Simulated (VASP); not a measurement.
Band structure of CsPbBr3 (cubic perovskite). Level of theory: vdW-DF-cx, VASP's PBE PAW potentials (set 64) (plane waves; VASP).

Unless said otherwise, spin-orbit coupling is left out, though it shifts the bands of the heavy elements here.

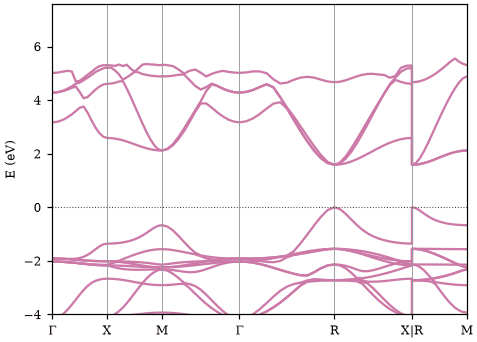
Figure: Bands along high-symmetry lines, zero at the valence-band maximum or, without a gap, the Fermi level

Read the plot: is there a gap, and where are the band edges?

The gap is direct, 1.58 eV, from the valence maximum at R to the conduction minimum at R. (Edges off the drawn lines would not show.)

The compound is CsPbBr3 in the cubic perovskite structure, the ideal cubic form; the compound distorts at low or room temperature. It was relaxed first.
